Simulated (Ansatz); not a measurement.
# SrNiBr6: relaxing a made-up structure, part 2 of 2

Starting from a made-up structure for SrNiBr6, the aim is the relaxed cell, its shortest contacts and, where a second run follows, its electronic structure.

Ansatz 0.2.0; DFT, PBEsol, plane-wave PAW, files of the set soft_1, scalar-relativistic, ferromagnetic start, cell and ions relaxed at zero pressure; PAW set soft_1 (the session's first sound run).

So far: Set-up; Relaxation of the guess. The relaxed cell has a = 6.426, c = 18.595 Å (conventional setting).

## 3. Bands of the relaxed cell

With the geometry fixed, one more self-consistent run, with a narrower smearing and the mesh shown in its input, gives the bands, and its pressure, and its forces where symmetry allows any, show how far the geometry depends on these settings.

This step: DFT, PBEsol, plane-wave PAW, files of the set soft_1, scalar-relativistic, no spin, bands and density of states at the relaxed cell; PAW set soft_1 (Ansatz 0.2.0).

File input.yaml:

```yaml
crystal:
  lattice:
    - [3.2128835295, 1.8549591705, 6.1983028309]
    - [-3.2128835295, 1.8549591705, 6.1983028309]
    - [0.0, -3.7099183415, 6.1983028307]
  atoms:
    - { symbol: Sr, position: [0.5, 0.5, 0.5] }
    - { symbol: Br, position: [0.4042827012, 0.0060961567, 0.8100398927] }
    - { symbol: Br, position: [0.0060961567, 0.8100398927, 0.4042827012] }
    - { symbol: Br, position: [0.8100398927, 0.4042827012, 0.0060961567] }
    - { symbol: Br, position: [0.5957172988, 0.9939038433, 0.1899601073] }
    - { symbol: Br, position: [0.9939038433, 0.1899601073, 0.5957172988] }
    - { symbol: Br, position: [0.1899601073, 0.5957172988, 0.9939038433] }
    - { symbol: Ni, position: [0.0, 0.0, 0.0] }
kpoints:
  mp_grid: { grid: [6, 6, 6] }
  band_path:
    path:
      - [[0.0, 0.0, 0.0], [0.5, 0.0, 0.0], [0.5, 0.22637458, -0.22637458]]
      - [[0.77362542, 0.5, 0.22637458], [0.5, 0.5, 0.5], [0.0, 0.0, 0.0], [0.36318729, 0.0, -0.36318729]]
      - [[0.63681271, 0.36318729, 0.0], [0.5, 0.5, 0.0], [0.63681271, 0.63681271, 0.22637458], [0.5, 0.5, 0.5]]
      - [[0.5, 0.0, 0.0], [0.77362542, 0.36318729, 0.36318729]]
    npoints: 8
scf:
  occupations: { method: fermi_dirac, width: 0.03 }
  n_extra_bands: 12
hamiltonian:
  xc: pbesol
  pseudopotentials: { kind: paw, azcp: { folder: soft_1 }, xc_functional: pbe }
output:
  forces: true
  stress: true
  write_bands: true
  dos: { projected: true }
  write_density: true
  write_potential: true
  elf: true
  volumetric_format: npy
```

The run is started by

```console
$ ansatz run input.yaml --threads 4 --pin off --max-ram 10240MiB --backend cpu --events-out ev --progress --plain --runs-dir out
```

Numbers of over 12 decimals in the logs are rounded to 6 here.

Log:

```text
[...]
Crystal: 8 atoms, lattice volume = 221.643 Å³
Basis set: ecut = 420 eV, 4335 PW (Γ), exchange–correlation on 100×100×100 points (8 copies of the dense FFT grid, shifted against one another)
Bands: 47, of which v1, the nominal top of the filled ones, is band 35 counted from 1 (34 counted from 0)
Symmetry: 6 space group operations
[...]
k-points: 40 of 216
[...]
SCF iter   1: F=—  HF=-25734.642322 eV  |F-HF|=—  |Δ(HF+E_count)|=         —  Δρ=1.77e-1  dr2=6.87e1  ethr=3.10e-3  ⟨swp⟩=8.8  Hψ=10104  notcnv=0  defer=16
[...]
SCF iter  11: F=-25722.771561 eV  HF=-25722.771561 eV  |F-HF|=4.16e-8  |Δ(HF+E_count)|=   1.22e-6  Δρ=4.60e-6  dr2=5.68e-8  ethr=1.43e-10  ⟨swp⟩=18.8  Hψ=18170  notcnv=0
SCF 1 converged in 11 iterations: F = -25722.771561 eV  dr2 = 5.68e-8
[...]
NSCF: frozen V_eff on 76 k-points
SCF converged after 11 iterations
Free energy (F): -25722.771561 eV
[...]
Internal energy: -25722.771480 eV  (E = F + TS)
E sigma→0 (E₀):  -25722.771521 eV
Entropy (-TS):   -0.000081 eV (-0.010 meV/atom)
Fermi energy:    4.390654 eV
[...]
--- Forces (eV/Å), atoms counted from 1 ---
  atom   1  Sr     0.00000000     0.00000000     0.00000000
  atom   2  Br    -0.00093861    -0.00079549    -0.00120687
  atom   3  Br    -0.00021961     0.00121061    -0.00120687
  atom   4  Br     0.00115822    -0.00041511    -0.00120687
  atom   5  Br     0.00093861     0.00079549     0.00120687
  atom   6  Br     0.00021961    -0.00121061     0.00120687
  atom   7  Br    -0.00115822     0.00041511     0.00120687
  atom   8  Ni     0.00000000    -0.00000000     0.00000000
  max |Σ_I F_I| component: 1.19e-17 eV/Å
--- Stress (GPa, compression-positive) ---
       -0.007141       0.000000       0.000000
       -0.000000      -0.007141      -0.000000
        0.000000      -0.000000      -0.002347
  P = ⅓ Tr σ = -0.0055 GPa (-0.055 kbar)
--- Band table (eV; the first three rows and the last of 40) ---
  k-point 0: bands = [... 31 lower, 3.6232, 3.9748, 4.1567, 4.1567, 4.9995, 4.9995, 8.7970, 9.7803, ... 8 higher]
  k-point 1: bands = [... 31 lower, 3.6625, 3.8616, 4.0242, 4.1032, 4.8892, 4.9993, 9.2284, 9.6036, ... 8 higher]
  k-point 2: bands = [... 31 lower, 3.5879, 3.7595, 4.0303, 4.0842, 4.7032, 5.0111, 9.2919, 9.3750, ... 8 higher]
  k-point 39: bands = [... 31 lower, 4.0077, 4.0077, 4.0757, 4.0757, 5.0895, 5.0895, 9.2560, 9.5984, ... 8 higher]
```

Run time: 11 s. Hardware: 4 threads of AMD EPYC 7B13 (Zen 3), shared host; peak memory 0.97 GiB.

In the SCF lines HF is the Harris–Foulkes energy and dr2 the Hartree energy of the density residual, in eV; the loop may stop once dr2 is under the threshold and the program's other checks hold. Hψ counts applications of the Hamiltonian.

Numbers from this step:

- free energy: -25722.7716 eV
- Fermi energy: 4.391 eV
- gap by band count: 0.4254 eV
- pressure: -0.005543 GPa

From bands.tsv. Electronic bands along the path, in eV, zero at the valence top; v1 is the highest filled band, c1 the lowest empty one:

```
    point     v4     v3     v2     v1    c1    c2    c3    c4
        Γ  -0.53  -0.18   0.00   0.00  0.84  0.84  4.64  5.62
        L  -0.62  -0.50  -0.14  -0.07  0.52  0.87  5.02  5.09
       B1  -0.63  -0.54  -0.24  -0.11  0.62  0.69  4.71  5.04
jump to B  -0.63  -0.54  -0.24  -0.11  0.62  0.69  4.71  5.04
        Z  -0.15  -0.15  -0.08  -0.08  0.93  0.93  5.10  5.44
        Γ  -0.53  -0.18   0.00   0.00  0.84  0.84  4.64  5.62
        X  -0.63  -0.53  -0.27  -0.10  0.59  0.69  4.72  4.98
jump to Q  -0.63  -0.53  -0.27  -0.10  0.59  0.69  4.72  4.98
        F  -0.72  -0.33  -0.23  -0.18  0.43  0.79  4.60  5.02
       P1  -0.67  -0.36  -0.24  -0.12  0.49  0.82  4.69  5.07
        Z  -0.15  -0.15  -0.08  -0.08  0.93  0.93  5.10  5.44
jump to L  -0.62  -0.50  -0.14  -0.07  0.52  0.87  5.02  5.09
        P  -0.67  -0.36  -0.24  -0.12  0.49  0.82  4.69  5.07
```

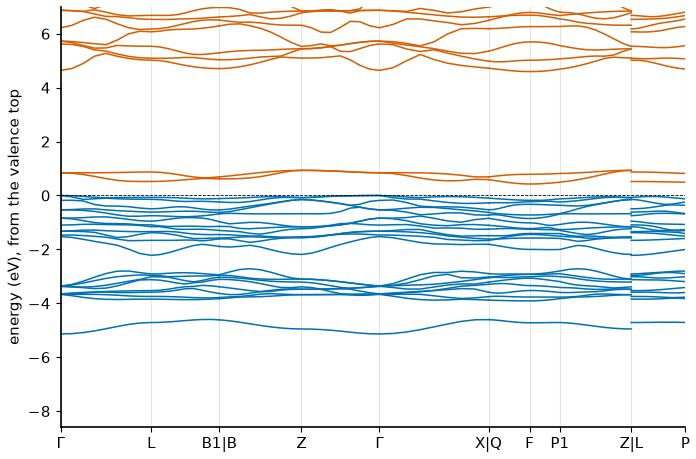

Electronic bands along the path; lines of filled and empty bands in two colours.

Counts of states for the cell as run, both spins, by energy window (eV from the valence-band top):

```csv
from,to,total
-8,-7,0.00
-7,-6,0.00
-6,-5,0.09
-5,-4,1.91
-4,-3,12.96
-3,-2,3.23
-2,-1,12.37
-1,0,11.44
0,1,4.00
1,2,0.00
2,3,0.00
3,4,0.00
4,5,1.45
```

A further 28.0 states lie below the table's range.

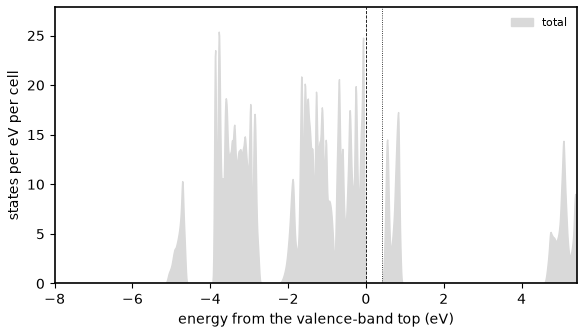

Total density of states, smoothed over about 0.04 eV. The dotted line marks the lowest empty level found on the path.

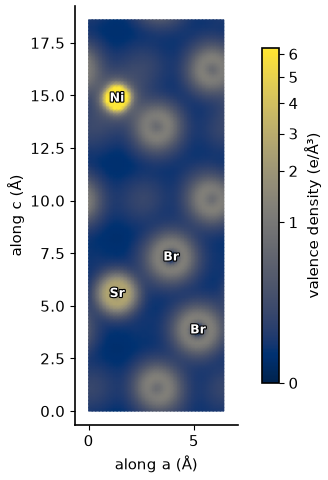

Valence density in the ac plane of the conventional cell at fractional y = 0.000, with atoms of Sr and Br and Ni within 0.2 Å of it. It is the smooth field of the valence electrons, not physical close to the nuclei. The map starts off the cell's origin, so that atoms lie inside it. The colour scale is stretched toward low values.

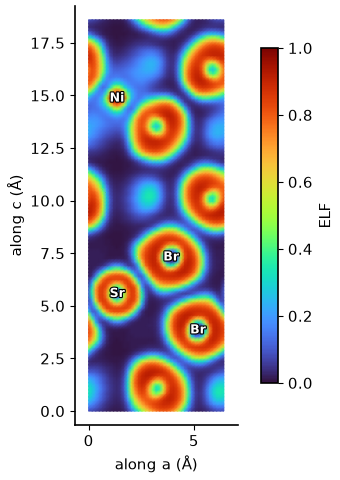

ELF in the ac plane of the conventional cell at fractional y = 0.000, with atoms of Sr and Br and Ni within 0.2 Å of it. It is the smooth field of the valence electrons, not physical close to the nuclei. The map starts off the cell's origin, so that atoms lie inside it.

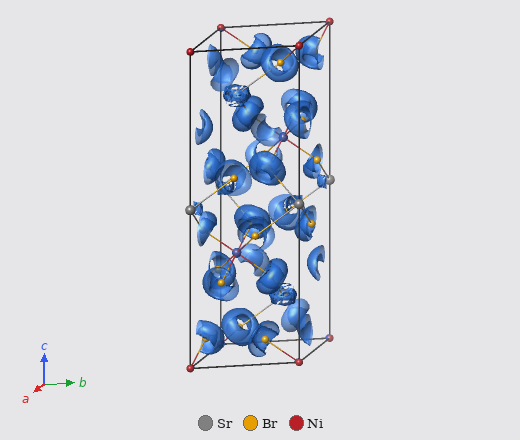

Surface of ELF = 0.85. Bonds to atoms that aren't drawn are left out.

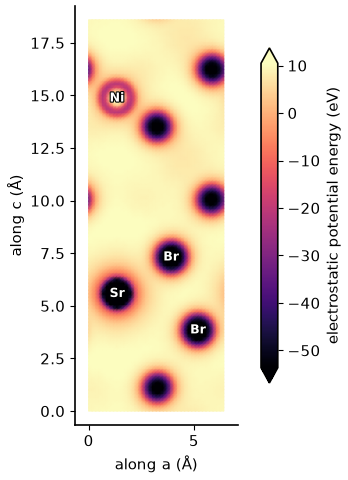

Electrostatic potential energy in the ac plane of the conventional cell at fractional y = 0.000, with atoms of Sr and Br and Ni within 0.2 Å of it. With pseudopotentials it is smooth inside the atoms' cores, unlike the true potential. The map starts off the cell's origin, so that atoms lie inside it.

## 4. What came out

```json
{"space group, relaxed": "R-3", "conventional cell": "a = 6.426, b = 6.426, c = 18.595 Å; α = 90.0°, β = 90.0°, γ = 120.0°", "volume per atom": "27.71 Å³ (guess 33.08)", "total moment": "0.00 μB in the cell of 8 atoms"}
```

In words: SrNiBr6 relaxes to R-3 with a = 6.426, b = 6.426 and c = 18.595 Å. The guessed volume was 19 % too large. The space group R-3 was held in the relaxation, so the end point is a stationary structure within it and may be a saddle against distortions or other arrangements. The moments died out from this one start and weren't seeded again at the relaxed cell. It has an indirect Kohn–Sham gap of 0.43 eV, which semilocal functionals understate. On the 6×6×6 mesh with the narrower smearing (relaxed on 5×5×5) the largest force component is 0.001 eV/Å and the largest stress component is 0.007 GPa, within the relaxation's thresholds of 0.015 eV/Å and 0.05 GPa. The cutoff wasn't tested. No dispersion term is used, so weakly bound directions may come out too long. Nothing here tests whether the compound is stable against decomposition.

[Logs are printed without paths, hosts, clocks, repeated set-up lines and the standing remarks that a program may print on its own settings, such as how far it seeks lower states.]

[Hosts, paths, dates, database ids (printed as entryN), source tags and the programs' standing remarks are cut or masked in the printed files.]
